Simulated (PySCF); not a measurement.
**C$_{7}$H$_{7}$O (SMILES C#C/C(=C\[C]=C)OC) (doublet): density, localisation and related maps**

| atom | x (Å) | y (Å) | z (Å) |
| --- | --- | --- | --- |
| C | -0.0984 | 2.1801 | 0.5036 |
| C | -0.2141 | 1.0122 | 0.2074 |
| C | -0.3724 | -0.3230 | -0.1340 |
| C | 0.7139 | -1.2264 | -0.1677 |
| C | 1.9731 | -0.9167 | 0.1056 |
| C | 3.2041 | -0.6315 | 0.3646 |
| O | -1.5978 | -0.8450 | -0.4583 |
| C | -2.6852 | 0.0405 | -0.4336 |
| H | 0.0313 | 3.1869 | 0.7651 |
| H | 0.4669 | -2.2448 | -0.4417 |
| H | 3.6165 | -0.7051 | 1.3617 |
| H | 3.8936 | -0.3024 | -0.4010 |
| H | -3.5594 | -0.5439 | -0.7160 |
| H | -2.8310 | 0.4643 | 0.5660 |
| H | -2.5456 | 0.8627 | -1.1438 |

Geometry: GFN2-xTB.

All numbers below come from UKS B3LYP, pcH-1 on C H O, non-relativistic, mean-field spin-orbit, GIAO (PySCF 2.14.0, density-fitted response routines).

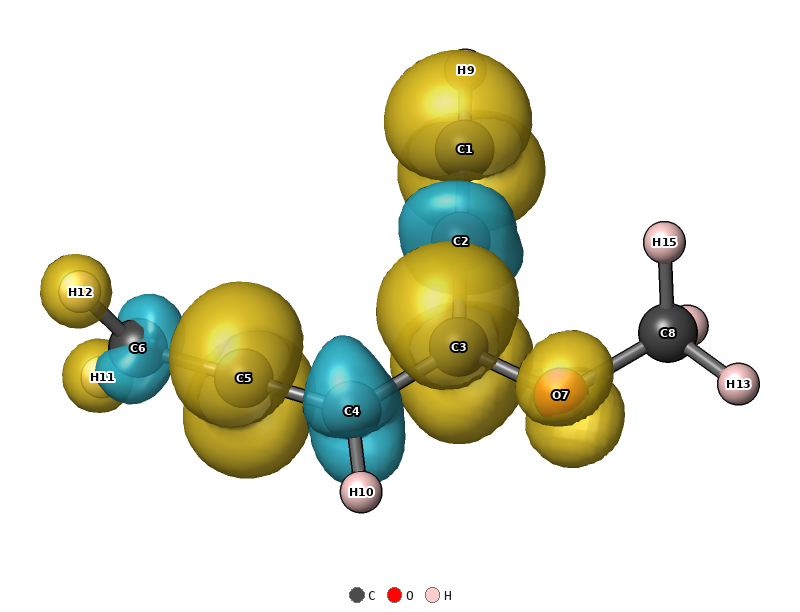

Figure 1. Isosurfaces of the spin density at +0.02 (yellow) and −0.02 e/Å³ (cyan), seen at a tilt.

Q: Which atoms carry the spin?

A: The unpaired spin (1 electron) lies mostly on C3 (about 0.3), C5 (about 0.3), C1 (about 0.2) and O7 (about 0.1), in electrons by Hirshfeld's partition.

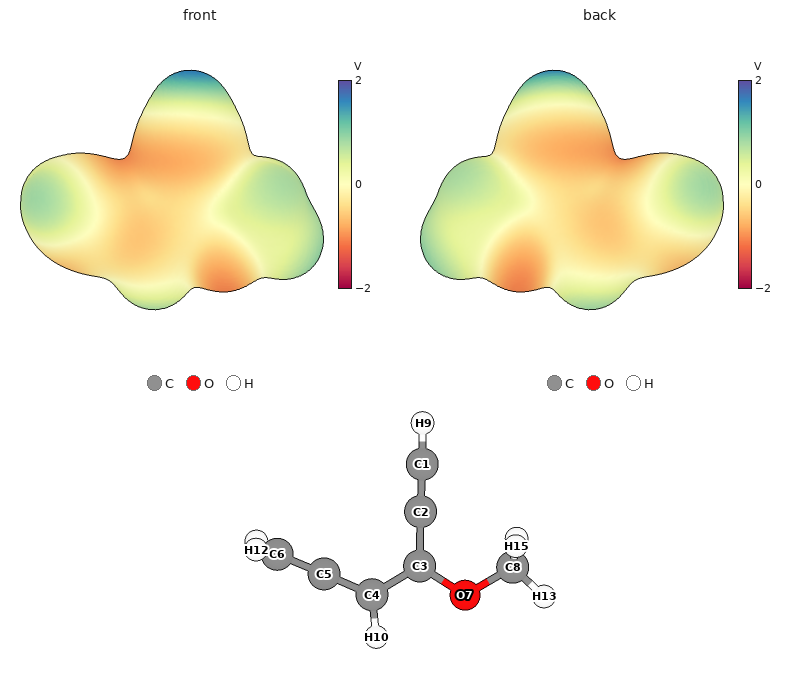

Figure 2. The electrostatic potential painted on the density surface at 0.002 e/bohr³, seen from the front and from behind; the colour scale runs from red (negative) to blue (positive). The bare structure is drawn below in the same view.

Q: Describe the electrostatic potential map.

A: The most negative region (about −1.0 V) lies over O7, the most positive (about +1.6 V) over H9. O7 is the likeliest acceptor of a hydrogen bond.

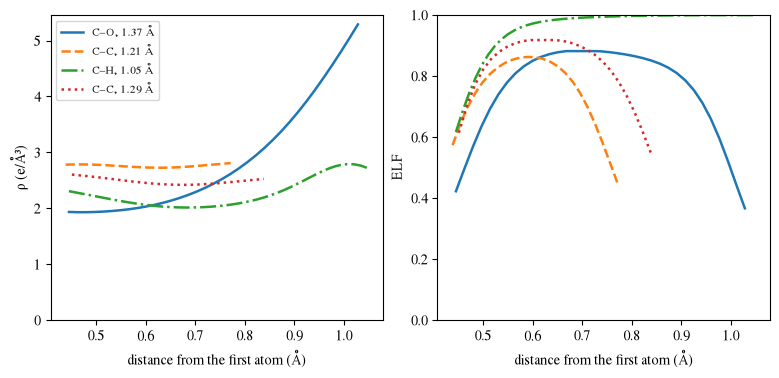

Figure 3. Electron density and ELF along straight lines between neighbouring atoms. The curves leave out the atomic cores.

Q: What can be read from the curves?

A: C–O (1.37 Å): ρ is about 2.2 e/Å³ halfway, with its minimum of 1.9 e/Å³ about 0.5 Å from C; the ELF peaks at about 0.90 between the atoms, as expected for a shared but strongly polarised pair.
C–C (1.21 Å): ρ at the midpoint is about 2.7 e/Å³; the ELF peaks at about 0.85 between the atoms (a multiple bond).
C–H (1.05 Å): the density is about 2.2 e/Å³ at the midpoint; the ELF climbs to about 1 towards the hydrogen, as it does in any bond to H; an ordinary covalent bond to hydrogen.
C–C (1.29 Å): ρ at the midpoint is about 2.4 e/Å³; the ELF peaks at about 0.90 between the atoms (a short, multiple covalent bond).
